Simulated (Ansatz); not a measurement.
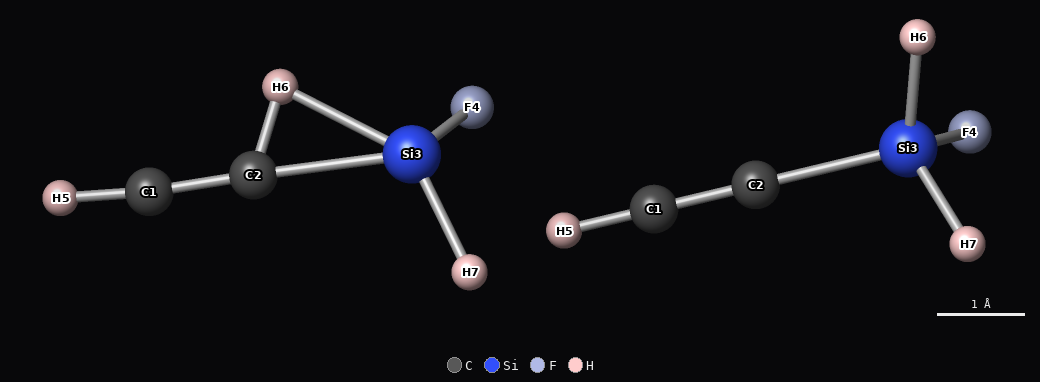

Two geometries of C2H3FSi, drawn at one scale. One is the start of a relaxation, the other its converged end. The picture is a ball-and-stick view, seen at a tilt.

Theory: RKS B3LYP-D4/def2-SVP in Ansatz 0.2.0. Set-up: no spin polarisation; force threshold 0.02 eV/Å; at most 50 steps.

Which one is relaxed?

Answer. The right one is the relaxed one. The run prepares an end point of a later path (hydrogen shift) calculation, from a guessed geometry. After 13 geometry steps the energy has fallen by 449.0 kJ/mol. Largest force component: 3.6 eV/Å at the start, 0.0041 eV/Å at the end. The largest move after the best rigid fit is that of H6, 1.78 Å. Largest moves by element: H 1.78 Å, F 0.55 Å, Si 0.37 Å, C 0.34 Å. Among the contacts that change: C2–H6 1.090 → 2.717 Å, Si3–H6 1.782 → 1.483 Å, Si3–F4 1.563 → 1.626 Å, Si3–H7 1.545 → 1.483 Å. Bonds break: C2–H6 (1.09 → 2.72 Å). Bond angles that change, for instance: C2–Si3–H6 34.7° → 109.8°, H6–Si3–H7 143.9° → 111.8°, F4–Si3–H6 89.6° → 108.2°.
